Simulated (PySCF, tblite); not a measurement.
# C₁₁H₁₀: vibronic structure

Wanted: vibronic structure for C₁₁H₁₀ (`C#Cc1cc(C=C)ccc1C`).

Computed with tblite 0.8.0 and PySCF 2.14.0 and routines of our own; the level stands in each step. Atoms count from 0.

### 1 The starting structure

21 atoms, charge 0, multiplicity 1; geometry from: force field or distance geometry start.

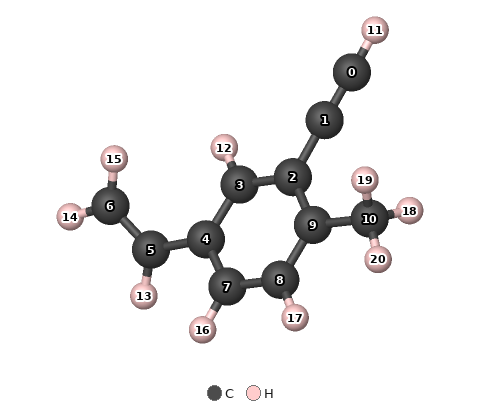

The starting geometry (carbon dark grey, hydrogen pink).

### 2 Optimising the geometry with GFN2-xTB

What the job is given:

```
{"job": {"kind": "relax", "xc": "GFN2-xTB", "basis": "xTB"}, "charge": 0, "multiplicity": 1}
C      2.757400     2.338000    -0.169600
C      1.905700     1.489400    -0.094600
C      0.915100     0.462000     0.017600
C     -0.435800     0.839100    -0.180400
C     -1.461200    -0.120200    -0.075400
C     -2.877600     0.221400    -0.303800
C     -3.437100     1.387800     0.045400
C     -1.111900    -1.446300     0.173900
C      0.221400    -1.826700     0.358100
C      1.238600    -0.872300     0.289500
C      2.666300    -1.302400     0.488000
H      3.488000     3.097000    -0.241600
H     -0.677700     1.869800    -0.389100
H     -3.482200    -0.548500    -0.766500
H     -4.496200     1.568000    -0.135300
H     -2.887800     2.180700     0.551300
H     -1.888900    -2.211800     0.236100
H      0.445900    -2.872700     0.559500
H      3.257800    -1.105200    -0.406800
H      3.116400    -0.764800     1.343200
H      2.734900    -2.365700     0.710400
```

Started as:

```
> OMP_NUM_THREADS=1 python excited_run.py task.json out
```

The driver reads the jobs from task.json and runs them one after another.

The log of the run:

```text
step      E/eV     max force
  0    -776.72632    1.056
  1    -776.76499    0.498
  2    -776.78260    0.340
  3    -776.79619    0.761
  4    -776.79700    1.194
  5    -776.80428    0.186
  6    -776.80607    0.170
  7    -776.80796    0.176
  8    -776.80949    0.077
  9    -776.81017    0.064
 10    -776.81115    0.084
 11    -776.81185    0.099
 12    -776.81255    0.061
 13    -776.81318    0.059
 14    -776.81389    0.057
 15    -776.81463    0.081
 16    -776.81543    0.069
 17    -776.81630    0.081
 18    -776.81715    0.076
 19    -776.81776    0.049
 20    -776.81815    0.042
 21    -776.81846    0.039
 22    -776.81885    0.054
 23    -776.81934    0.065
 24    -776.81986    0.059
 25    -776.82034    0.051
 26    -776.82079    0.055
 27    -776.82122    0.051
 28    -776.82163    0.040
 29    -776.82197    0.041
 30    -776.82228    0.038
 31    -776.82259    0.046
 32    -776.82290    0.037
 33    -776.82319    0.039
 34    -776.82348    0.042
 35    -776.82383    0.060
 36    -776.82420    0.064
 37    -776.82450    0.038
 38    -776.82468    0.031
 39    -776.82484    0.030
 40    -776.82505    0.047
 41    -776.82534    0.053
 42    -776.82566    0.041
 43    -776.82594    0.037
 44    -776.82619    0.042
 45    -776.82644    0.041
 46    -776.82674    0.039
 47    -776.82708    0.039
 48    -776.82742    0.041
 49    -776.82773    0.037
 50    -776.82796    0.031
 51    -776.82813    0.036
 52    -776.82829    0.043
 53    -776.82850    0.041
 54    -776.82896    0.034
 55    -776.82913    0.033
 56    -776.82927    0.026
 57    -776.82935    0.021
 58    -776.82947    0.024
 59    -776.82959    0.026
 60    -776.82971    0.026
 61    -776.82981    0.029
 62    -776.82990    0.030
 63    -776.83001    0.025
 64    -776.83010    0.023
 65    -776.83019    0.024
 66    -776.83030    0.028
 67    -776.83044    0.029
 68    -776.83058    0.033
 69    -776.83072    0.034
 70    -776.83084    0.025
 71    -776.83094    0.021
 72    -776.83104    0.023
 73    -776.83114    0.024
 74    -776.83126    0.028
 75    -776.83143    0.032
 76    -776.83165    0.033
 77    -776.83190    0.033
 78    -776.83210    0.036
 79    -776.83228    0.056
 80    -776.83246    0.033
 81    -776.83274    0.035
 82    -776.83294    0.029
 83    -776.83304    0.027
 84    -776.83313    0.022
 85    -776.83324    0.017
 86    -776.83334    0.017
 87    -776.83340    0.020
 88    -776.83343    0.013
 89    -776.83346    0.012
 90    -776.83350    0.015
 91    -776.83354    0.014
 92    -776.83356    0.011
 93    -776.83358    0.008
```

It took 0.77 s on 1 thread of Arm Neoverse V1, shared host.

Relaxation path: (not every step is listed)

```tsv
step	energy from step 0 (eV)	largest force (eV/Å)
0	0.0000	1.0561
1	-0.0387	0.4983
2	-0.0563	0.3395
3	-0.0699	0.7613
4	-0.0707	1.1945
5	-0.0780	0.1865
6	-0.0797	0.1696
7	-0.0816	0.1755
8	-0.0832	0.0770
16	-0.0891	0.0694
24	-0.0935	0.0586
32	-0.0966	0.0373
40	-0.0987	0.0469
48	-0.1011	0.0410
56	-0.1029	0.0256
64	-0.1038	0.0227
72	-0.1047	0.0234
80	-0.1061	0.0328
88	-0.1071	0.0132
89	-0.1071	0.0124
90	-0.1072	0.0147
91	-0.1072	0.0143
92	-0.1072	0.0110
93	-0.1073	0.0079
```

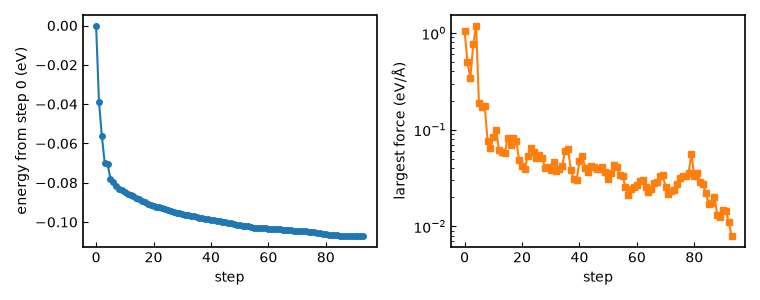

Energy and largest force along the relaxation.

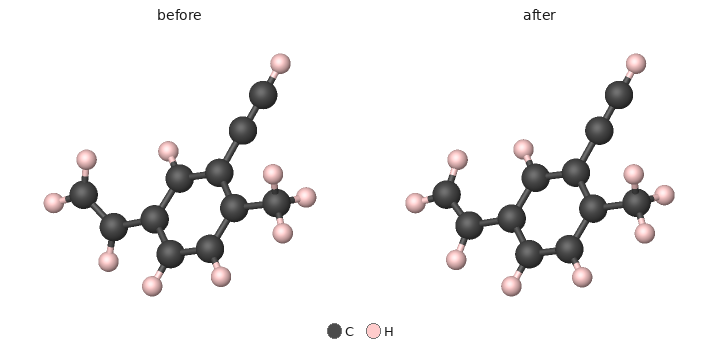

The geometry before (left) and after (right).

Close pairs (by a distance rule), those that changed most:

```tsv
bond	before (Å)	after (Å)	change (Å)
C2–C3	1.416	1.390	-0.027
C4–C5	1.475	1.458	-0.017
C7–C8	1.399	1.382	-0.016
C10–H19	1.106	1.090	-0.016
C3–C4	1.408	1.393	-0.016
C1–C2	1.432	1.417	-0.015
C6–H14	1.089	1.077	-0.013
C6–H15	1.089	1.077	-0.013
```

The end geometry stands in the next job.

### 3 Vibrational analysis with GFN2-xTB

What the job is given:

```
{"job": {"kind": "ir", "xc": "GFN2-xTB", "basis": "xTB"}, "charge": 0, "multiplicity": 1}
C      2.725605     2.303391    -0.030628
C      1.883414     1.449595     0.024421
C      0.879970     0.450884     0.084780
C     -0.454040     0.821267    -0.037779
C     -1.470144    -0.129714     0.011949
C     -2.882097     0.210859    -0.112769
C     -3.401373     1.430128    -0.191572
C     -1.106453    -1.466627     0.184215
C      0.219576    -1.836009     0.309377
C      1.235230    -0.894010     0.263767
C      2.674138    -1.282596     0.394971
H      3.459288     3.051738    -0.078134
H     -0.686731     1.865726    -0.178099
H     -3.548233    -0.643833    -0.134584
H     -4.463705     1.580513    -0.280153
H     -2.801640     2.323981    -0.167332
H     -1.876723    -2.224047     0.224272
H      0.471821    -2.878724     0.444053
H      3.224057    -1.004792    -0.504139
H      3.134280    -0.756919     1.231389
H      2.774842    -2.353866     0.551889
```

The log of the run:

```text
mode    cm-1     km/mol
  1      33.2      0.03
  2      74.7      0.45
  3     110.7      0.05
  4     115.5      0.01
  5     127.7      0.65
  6     209.7      0.20
  7     276.5      0.01
  8     316.7      0.13
  9     331.3      0.07
 10     390.4      0.39
 11     416.4      4.15
 12     466.2      0.43
 13     484.7      0.37
 14     508.0      0.42
 15     537.5      1.93
 16     615.6      6.34
 17     663.7     14.67
 18     685.8      6.72
 19     697.2      1.45
 20     700.3      0.80
 21     784.2      1.87
 22     824.9     11.70
 23     870.6      0.02
 24     888.8     15.56
 25     917.3      0.43
 26     930.0      0.24
 27    1010.2      5.61
 28    1012.5     14.92
 29    1031.3      9.21
 30    1050.4      3.54
 31    1125.3      5.01
 32    1178.2      0.57
 33    1212.7      1.90
 34    1250.7      1.42
 35    1284.8     11.27
 36    1313.1      2.01
 37    1333.0      2.14
 38    1406.7      4.59
 39    1414.3      1.95
 40    1420.7      1.18
 41    1473.2      4.24
 42    1480.9     10.49
 43    1486.6      6.31
 44    1562.1      0.12
 45    1589.6      9.53
 46    1677.3      2.85
 47    2256.9      0.72
 48    3001.1     23.69
 49    3017.2     18.76
 50    3041.0     17.36
 51    3041.5     42.03
 52    3065.1     23.08
 53    3077.4     77.68
 54    3096.1     10.44
 55    3109.6     23.00
 56    3129.8     54.43
 57    3394.2      3.45
```

Run time: 0.95 s. Hardware: 1 thread of Arm Neoverse V1, shared host.

Which atoms move in the most intense modes:

```tsv
cm⁻¹	km/mol	atoms
3001	23.7	H18 52 %, H19 40 %
3017	18.8	H19 54 %, H18 41 %
3041	17.4	H20 75 %, H13 17 %
3042	42.0	H13 74 %, H20 18 %
3065	23.1	H17 53 %, H16 39 %
3077	77.7	H16 53 %, H17 39 %
3110	23.0	H15 47 %, H14 46 %
3130	54.4	H14 46 %, H15 42 %
```

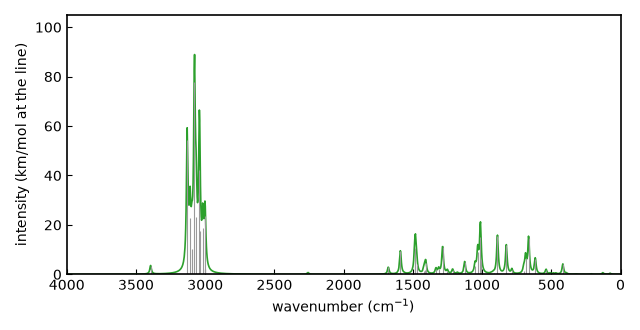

The infrared spectrum from these modes, unscaled. Lines are broadened to a width of 14 cm⁻¹ (Lorentzian).

### 4 Vibronic structure: TDDFT B3LYP/def2-SV(P)

The job, as its differences from that of step 3:

```diff
@@ -1,2 +1,2 @@
-{"job": {"kind": "ir", "xc": "GFN2-xTB", "basis": "xTB"}, "charge": 0, "multiplicity": 1}
+{"job": {"kind": "vib", "xc": "B3LYP", "basis": "def2-SV(P)", "tda": false}, "charge": 0, "multiplicity": 1}
 C      2.725605     2.303391    -0.030628
```

Level: TDDFT B3LYP/def2-SV(P) vertical-gradient vibronic structure (displaced harmonic oscillators, Condon), gas phase.

The log of the run:

```text
final grid: 81704 points
cycle   1  E = -424.7101469375  dE =  1.747e+00  |g| = 4.885e-01  |ddm| = 6.132e+00
cycle   2  E = -424.7208020644  dE = -1.066e-02  |g| = 4.573e-01  |ddm| = 1.499e+00
cycle   3  E = -424.7792484047  dE = -5.845e-02  |g| = 4.898e-02  |ddm| = 6.565e-01
cycle   4  E = -424.7795395183  dE = -2.911e-04  |g| = 3.586e-02  |ddm| = 9.999e-02
cycle   5  E = -424.7798914223  dE = -3.519e-04  |g| = 9.694e-03  |ddm| = 5.582e-02
cycle   6  E = -424.7799123109  dE = -2.089e-05  |g| = 4.129e-03  |ddm| = 1.436e-02
cycle   7  E = -424.7799163713  dE = -4.060e-06  |g| = 1.272e-03  |ddm| = 4.376e-03
cycle   8  E = -424.7799167800  dE = -4.087e-07  |g| = 1.912e-04  |ddm| = 1.389e-03
cycle   9  E = -424.7799167876  dE = -7.628e-09  |g| = 7.928e-05  |ddm| = 2.977e-04
cycle  10  E = -424.7799167890  dE = -1.328e-09  |g| = 4.079e-05  |ddm| = 1.431e-04
cycle  11  E = -424.7799167894  dE = -4.558e-10  |g| = 6.603e-06  |ddm| = 5.459e-05
converged SCF energy = -424.7799167894

Singlet excitations (eV, f): 4.439 (0.0081)  4.946 (0.3426)  5.277 (0.3348)  5.467 (0.0011)  5.515 (0.3522)  5.908 (0.0000)

State S1  4.4386 eV  f = 0.00809  H->L+1 0.64, H-1->L 0.35
  relaxed dipole 0.572 D, largest gradient of the excitation energy 0.0410 Eh/bohr
  mode    cm-1        S   lambda/meV  Raman
   35   1284.8    0.2807      44.7   0.988
   46   1677.3    0.1667      34.7   1.000
   47   2256.9    0.0658      18.4   0.715
   40   1420.7    0.0939      16.5   0.404
   21    784.2    0.1307      12.7   0.171
   39   1414.3    0.0468       8.2   0.200
   10    390.4    0.1005       4.9   0.033
   34   1250.7    0.0305       4.7   0.102
   36   1313.1    0.0255       4.2   0.094
   30   1050.4    0.0271       3.5   0.064
   37   1333.0    0.0182       3.0   0.069
   26    930.0    0.0235       2.7   0.043
  reorganisation energy 0.1706 eV, total S 1.243, 0-0 4.2679 eV
  absorption maximum 4.270 eV, width 0.200 eV

State S2  4.9459 eV  f = 0.34260  H->L 0.90
  relaxed dipole 0.847 D, largest gradient of the excitation energy 0.0488 Eh/bohr
  mode    cm-1        S   lambda/meV  Raman
   45   1589.6    0.2631      51.9   1.000
   44   1562.1    0.2284      44.2   0.838
   46   1677.3    0.1875      39.0   0.794
   35   1284.8    0.1963      31.3   0.487
   21    784.2    0.1098      10.7   0.102
   33   1212.7    0.0586       8.8   0.130
   40   1420.7    0.0495       8.7   0.150
   47   2256.9    0.0294       8.2   0.226
   26    930.0    0.0320       3.7   0.042
   13    484.7    0.0487       2.9   0.017
   38   1406.7    0.0148       2.6   0.044
   15    537.5    0.0381       2.5   0.017
  reorganisation energy 0.2337 eV, total S 1.547, 0-0 4.7121 eV
  absorption maximum 4.714 eV, width 0.242 eV

State S5  5.5153 eV  f = 0.35218  H-1->L+1 0.81
  relaxed dipole 1.031 D, largest gradient of the excitation energy 0.0807 Eh/bohr
  mode    cm-1        S   lambda/meV  Raman
   47   2256.9    0.3255      91.1   1.000
   45   1589.6    0.2994      59.0   0.456
   46   1677.3    0.1053      21.9   0.179
   39   1414.3    0.1168      20.5   0.141
   35   1284.8    0.1266      20.2   0.126
   40   1420.7    0.0674      11.9   0.082
    3    110.7    0.8560      11.8   0.006
   34   1250.7    0.0687      10.7   0.065
   37   1333.0    0.0577       9.5   0.062
   21    784.2    0.0487       4.7   0.018
   44   1562.1    0.0213       4.1   0.031
   13    484.7    0.0570       3.4   0.008
  reorganisation energy 0.2866 eV, total S 2.360, 0-0 5.2287 eV
  absorption maximum 5.243 eV, width 0.330 eV

State T1  3.1772 eV  f = 0.00000  H->L 0.81, H-1->L+1 0.11
  relaxed dipole 0.427 D, largest gradient of the excitation energy 0.0782 Eh/bohr
  mode    cm-1        S   lambda/meV  Raman
   46   1677.3    0.6702     139.4   1.000
   45   1589.6    0.5192     102.3   0.696
   35   1284.8    0.1867      29.7   0.163
   40   1420.7    0.1658      29.2   0.177
   44   1562.1    0.1282      24.8   0.166
   33   1212.7    0.1268      19.1   0.099
   21    784.2    0.1286      12.5   0.042
   31   1125.3    0.0427       6.0   0.029
    6    209.7    0.1442       3.7   0.003
    4    115.5    0.2579       3.7   0.002
   43   1486.6    0.0139       2.6   0.016
   32   1178.2    0.0160       2.3   0.012
  reorganisation energy 0.3974 eV, total S 2.729, 0-0 2.7798 eV
  absorption maximum 2.986 eV, width 0.620 eV
```

Run time: 82 s. Hardware: 1 thread of Arm Neoverse V1, shared host; peak memory 1.1 GiB.

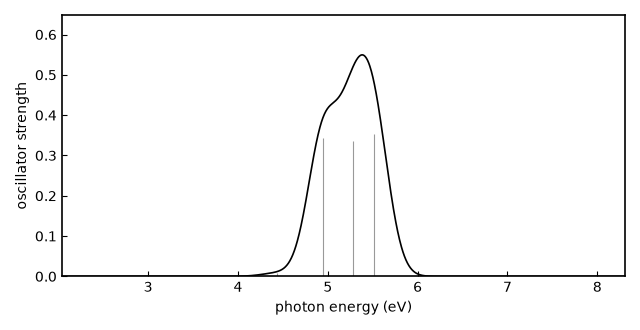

Absorption lines of the singlets. Lines are broadened to a width of 0.40 eV (Gaussian).

Orbitals, density, ELF and potential are computed afterwards from the orbital file.

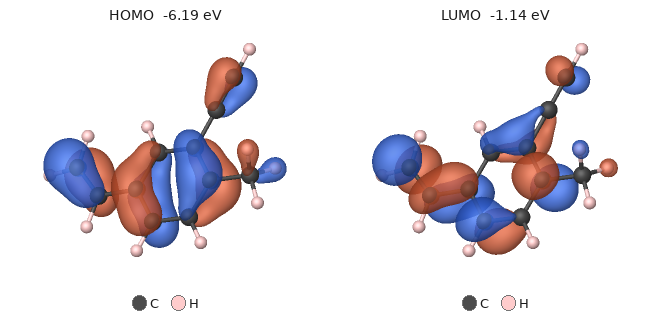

B3LYP/def2-SV(P) orbitals near the gap, drawn at the value that encloses 70 % of each; the two colours are the two signs.

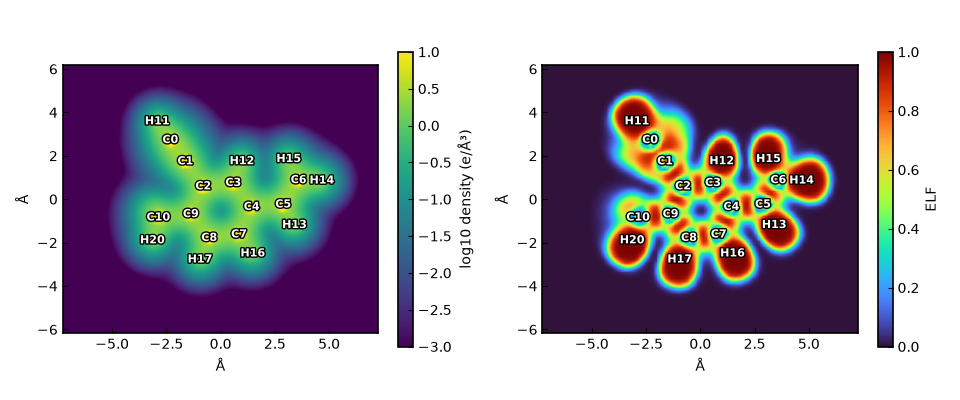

Density (left) and ELF (right) in a plane through or near 19 of the atoms.

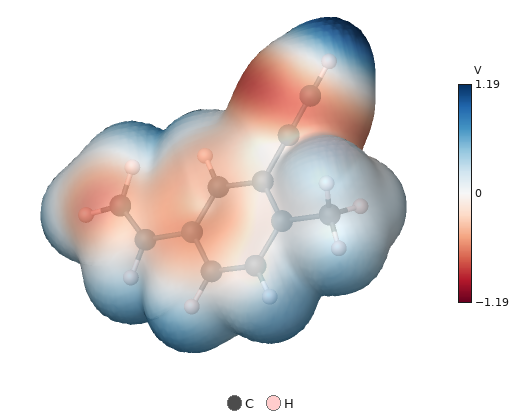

Electrostatic potential on the surface of density 0.002 e/bohr³; red is low, blue high. It runs, from the 1st to the 99th percentile, from -0.76 V near C0 to 1.19 V near H11.

### 5 Summary of results

| quantity | value |
| --- | --- |
| strongest single infrared mode (GFN2-xTB) | 3077 cm⁻¹, 78 km/mol |
| zero-point energy (GFN2-xTB) | 103.7 kcal/mol |
| S1: vertical, reorganisation, 0-0, total S (step 4, TDDFT B3LYP/def2-SV(P), modes from GFN2-xTB) | 4.44, 0.17, 4.27 eV; 1.2 |
| S2: vertical, reorganisation, 0-0, total S (step 4, TDDFT B3LYP/def2-SV(P), modes from GFN2-xTB) | 4.95, 0.23, 4.71 eV; 1.5 |
| S5: vertical, reorganisation, 0-0, total S (step 4, TDDFT B3LYP/def2-SV(P), modes from GFN2-xTB) | 5.52, 0.29, 5.23 eV; 2.4 |
| surface potential, 1st and 99th percentile | -0.76 V and 1.19 V |

In words: No mode is imaginary among the 57: a minimum at this level. The strongest single mode, at 3077 cm⁻¹, moves mainly H16 and H17. Unscaled tight-binding wavenumbers are off by several per cent, some by more. Its intensities can rank the bands wrongly. Some states lie very close; unless symmetry makes them partners, their order is unsure. The vibronic model keeps the ground-state modes (from xTB) and shifts them along the gradient alone, so it can miss much of the relaxation that a full optimisation finds. At B3LYP/def2-SV(P), counted by nearest atom on the grid, the HOMO lies on C6, C9 about 18 % each; C4, C7 about 12 % each, the LUMO on C9 19 %; C4, C6, C7 about 13 % each.
